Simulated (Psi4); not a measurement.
**GaSiH4OF (SMILES [F][GaH][O][SiH3]) at HSE06/6-31G(d) (spherical functions)**

What is the vertical ionisation energy of GaSiH4OF at HSE06/6-31G* (spherical functions)? 

The results are computed with Psi4 1.11.

2 further runs of the same task are left out: 1 that didn't finish, 1 set aside as unsound or not needed.

### Step 1. The structure to begin with

The species is GaSiH4OF (8 atoms), meant as a singlet with charge 0. As SMILES, `[F][GaH][O][SiH3]`. Geometry: relaxed at PBE0-D4/def2-TZVP. This is one conformer, not always the lowest.

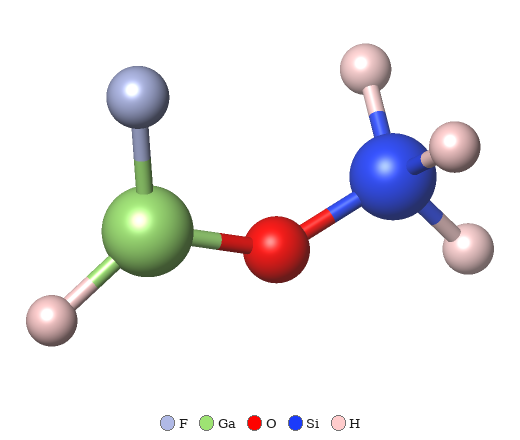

The structure, seen from a chosen angle (fluorine light blue, gallium green, oxygen red, silicon blue, hydrogen pink).

### Step 2. The energy at HSE06/6-31G(d) (spherical functions)

Input file input.dat:

```
memory 2200 MB

molecule m {
  0 1
  F
  Ga 1 r2
  O 2 r3 1 a3
  Si 3 r4 2 a4 1 d4
  H 2 r5 1 a5 3 d5
  H 4 r6 3 a6 2 d6
  H 4 r7 6 a7 3 d7
  H 4 r8 6 a8 7 d8

  r2 = 1.750961
  r3 = 1.762738
  a3 = 112.96489
  r4 = 1.639099
  a4 = 138.20541
  d4 = 0.10221
  r5 = 1.536585
  a5 = 121.91538
  d5 = -179.97906
  r6 = 1.485094
  a6 = 108.02617
  d6 = 179.87469
  r7 = 1.487467
  a7 = 109.07157
  d7 = -120.71077
  r8 = 1.48749
  a8 = 109.06368
  d8 = -118.58404
  symmetry c1
}

set basis 6-31G*
set puream true
set e_convergence 1e-09
set d_convergence 1e-08
set scf_type pk
set dft_radial_points 99
set dft_spherical_points 590

e, wfn = energy('hse06', return_wfn=True)
```

Started as:

```console
$ psi4 -n 1 input.dat output.dat
```

output.dat:

```text
[...]
  Running in c1 symmetry.
[...]
  Nuclear repulsion =  350.543635383731896
[...]
  Multiplicity = 1
[...]
  Nalpha       = 33
  Nbeta        = 33
[...]
    Number of basis functions: 86
[...]
   @RKS iter   1: -2389.25899033339692   -1.93109e+00   3.41195e-02 ADIIS/DIIS
[...]
   @RKS iter  13: -2391.07682319013247   -4.54747e-12   3.06183e-09 DIIS
[...]
    Orbital Energies [Eh]
    ---------------------
    Doubly Occupied:
       1A   -372.933784     2A    -66.250417     3A    -46.101228
       4A    -40.812942     5A    -40.807944     6A    -40.807779
       7A    -24.722275     8A    -19.208064     9A     -5.611974
      10A     -5.326074    11A     -3.881963    12A     -3.872226
      13A     -3.871184    14A     -3.660713    15A     -3.658342
      16A     -3.658316    17A     -1.141884    18A     -0.996924
      19A     -0.883562    20A     -0.883275    21A     -0.881736
      22A     -0.877249    23A     -0.865653    24A     -0.550106
      25A     -0.476814    26A     -0.416812    27A     -0.403869
      28A     -0.389030    29A     -0.373188    30A     -0.368714
      31A     -0.353623    32A     -0.306474    33A     -0.304734
[...]
  @RKS Final Energy: -2391.07682319013247
   => Energetics <=
    Nuclear Repulsion Energy =            350.5436353837318961
    One-Electron Energy =               -4029.0626545491259094
    Two-Electron Energy =                1376.1560493845977362
    DFT Exchange-Correlation Energy =     -88.7138534093360676
    Empirical Dispersion Energy =           0.0000000000000000
    VV10 Nonlocal Energy =                  0.0000000000000000
    Total Energy =                      -2391.0768231901324725
[...]
 Multipole Moments:
 ------------------------------------------------------------------------------------
     Multipole            Electronic (a.u.)      Nuclear  (a.u.)        Total (a.u.)
 ------------------------------------------------------------------------------------
 L = 1.  Multiply by 2.5417464519 to convert [e a0] to [Debye]
 Dipole X            :         -0.0082948            0.0086381            0.0003433
 Dipole Y            :         12.9181534          -12.5468679            0.3712855
 Dipole Z            :         -1.4751068            1.9806065            0.5054997
 Magnitude           :                                                    0.6272025
[...]
```

Run time: 55 s. Hardware: 1 thread of AMD EPYC 7R43 (Zen 3), shared host; peak memory 1.2 GiB.

### Step 3. The doublet cation: energy and gradient at UHSE06/6-31G(d) (spherical functions)

Input file input.json:

```json
{
  "schema_name": "qcschema_input",
  "schema_version": 1,
  "molecule": {
    "schema_name": "qcschema_molecule",
    "schema_version": 2,
    "symbols": ["F", "Ga", "O", "Si", "H", "H", "H", "H"],
    "geometry": [1.61968426, 2.78167686, 3.48881237, 2.50180842, 2.30584382, 0.33542639, 0.60886976, 0.04686521, -1.21698362, -1.80053105, -1.78730297, -0.56521708, 4.7112762, 3.74959458, -0.87513217, -2.43302239, -3.2450377, -2.87843083, -1.16898458, -3.5797082, 1.50592275, -4.03891165, -0.27174262, 0.2056022],
    "molecular_charge": 1,
    "molecular_multiplicity": 2,
    "fix_symmetry": "c1"
  },
  "driver": "gradient",
  "model": {
    "method": "hse06",
    "basis": "6-31G*"
  },
  "keywords": {
    "reference": "uks",
    "puream": true,
    "e_convergence": 1e-09,
    "d_convergence": 1e-08,
    "scf_type": "pk",
    "dft_radial_points": 99,
    "dft_spherical_points": 590,
    "maxiter": 100,
    "scf_properties": ["MULLIKEN_CHARGES", "DIPOLE", "WIBERG_LOWDIN_INDICES"]
  }
}
```

Started as:

```console
$ psi4 --qcschema input.json -n 1 --memory 2200MB
```

stdout, shortened:

```text
[...]
  Running in c1 symmetry.
[...]
  Nuclear repulsion =  350.543607697449147
[...]
  Multiplicity = 2
[...]
  Nalpha       = 33
  Nbeta        = 32
[...]
    Number of basis functions: 86
[...]
   @UKS iter   1: -2388.85875701221084   -1.53086e+00   3.40521e-02 DIIS/ADIIS
[...]
   @UKS iter  27: -2390.67465785059403   -1.54614e-11   1.80235e-09 DIIS
[...]
   @S^2 Observed:                7.611909195E-01
[...]
  @UKS Final Energy: -2390.67465785059403
   => Energetics <=
    Nuclear Repulsion Energy =            350.5436076974491471
    One-Electron Energy =               -4014.2489169262253199
    Two-Electron Energy =                1361.4603458193607821
    DFT Exchange-Correlation Energy =     -88.4296944411789525
    Empirical Dispersion Energy =           0.0000000000000000
    VV10 Nonlocal Energy =                  0.0000000000000000
    Total Energy =                      -2390.6746578505944854
[...]
 Multipole Moments:
[...]
  Mulliken Charges: (a.u.)
   Center  Symbol    Alpha    Beta     Spin     Total
       1     F     4.70921  4.67446  0.03475 -0.38366
       2    GA    15.10322 15.11984 -0.01662  0.77694
       3     O     4.50130  3.95704  0.54425 -0.45834
       4    SI     6.66408  6.69946 -0.03538  0.63646
       5     H     0.39658  0.39964 -0.00306  0.20378
       6     H     0.48406  0.49313 -0.00908  0.02281
       7     H     0.57011  0.32963  0.24047  0.10026
       8     H     0.57146  0.32679  0.24467  0.10176
   Total alpha = 33.00000, Total beta = 32.00000, Total charge =  1.00000
[...]
  -Total Gradient:
     Atom            X                  Y                   Z
    ------   -----------------  -----------------  -----------------
       1        0.004559609534     0.008679336721     0.012068008903
       2       -0.042273733809    -0.051312797777    -0.037276289442
       3        0.025207972135     0.027415136326     0.014669851763
       4        0.012040160106     0.027311150211     0.040528320721
       5        0.000647136534     0.002113290305     0.003989386170
       6       -0.001388822825    -0.003075823470    -0.004187327043
       7       -0.004272800772    -0.000022463497    -0.017077089895
       8        0.005433258304    -0.011134822707    -0.012679578011
[...]
```

The result, in JSON:

```text
{
 "driver": "gradient",
 "model": {
  "method": "hse06",
  "basis": "6-31G*"
 },
 "success": true,
 "return_result": [0.00455960953429441, 0.008679336720619147, 0.01206800890324404, -0.04227373380926129, -0.0513127977772022, -0.03727628944239537, 0.0252079721350877, 0.027415136326077755, 0.0146698517630727, 0.012040160106429942, 0.027311150211291657, 0.04052832072129769, 0.0006471365336118001, 0.0021132903050119015, 0.003989386169645247, -0.0013888228254689342, -0.003075823470346198, -0.004187327042572034, -0.0042728007722374825, -2.246349737167197e-05, -0.01707708989535711, 0.0054332583043587845, -0.011134822706997685, -0.012679578011361728],
 "properties": {
  "calcinfo_nbasis": 86,
  "calcinfo_nmo": 86,
  "calcinfo_nalpha": 33,
  "calcinfo_nbeta": 32,
  "calcinfo_natom": 8,
  "nuclear_repulsion_energy": 350.54360769744915,
  "return_energy": -2390.674657850594,
  "return_gradient": [0.00455960953429441, 0.008679336720619147, 0.01206800890324404, -0.04227373380926129, -0.0513127977772022, -0.03727628944239537, 0.0252079721350877, 0.027415136326077755, 0.0146698517630727, 0.012040160106429942, 0.027311150211291657, 0.04052832072129769, 0.0006471365336118001, 0.0021132903050119015, 0.003989386169645247, -0.0013888228254689342, -0.003075823470346198, -0.004187327042572034, -0.0042728007722374825, -2.246349737167197e-05, -0.01707708989535711, 0.0054332583043587845, -0.011134822706997685, -0.012679578011361728],
  "scf_one_electron_energy": -4014.2489169262253,
  "scf_two_electron_energy": 1361.4603458193608,
  "scf_xc_energy": -88.42969444117895,
  "scf_dipole_moment": [-1.3622961404871017, -1.5393035297400361, -0.9174930626268907],
  "scf_total_energy": -2390.674657850594,
  "scf_total_gradient": [0.00455960953429441, 0.008679336720619147, 0.01206800890324404, -0.04227373380926129, -0.0513127977772022, -0.03727628944239537, 0.0252079721350877, 0.027415136326077755, 0.0146698517630727, 0.012040160106429942, 0.027311150211291657, 0.04052832072129769, 0.0006471365336118001, 0.0021132903050119015, 0.003989386169645247, -0.0013888228254689342, -0.003075823470346198, -0.004187327042572034, -0.0042728007722374825, -2.246349737167197e-05, -0.01707708989535711, 0.0054332583043587845, -0.011134822706997685, -0.012679578011361728],
  "scf_iterations": 27
 }
}
```

It took 2.5 min on 1 thread of AMD EPYC 7R43 (Zen 3), shared host; peak memory 1.2 GiB.

### Step 4. What came out

Level: HSE06/6-31G* (spherical functions).

| quantity | value |
| --- | --- |
| singlet GaSiH4OF: total energy | -2391.07682 Eh |
| singlet GaSiH4OF: dipole moment | 1.59 D |
| singlet GaSiH4OF: HOMO energy | -8.29 eV |
| singlet GaSiH4OF: LUMO energy | -1.46 eV |
| singlet GaSiH4OF: HOMO–LUMO gap | 6.83 eV |
| doublet cation: total energy | -2390.67466 Eh |
| doublet cation: HOMO energy (highest over α and β) | -14.54 eV |
| doublet cation: LUMO energy (lowest over α and β) | -13.59 eV |
| doublet cation: ⟨S²⟩ | 0.761 |
| doublet cation: largest force on an atom | 3.919 eV/Å |
| vertical ionisation energy (to the doublet cation) | 10.943 eV |

What this shows: The vertical ionisation energy comes to 10.94 eV (1056 kJ/mol). The negative HOMO energy of the first species, 8.29 eV, lies 2.65 eV below that difference.
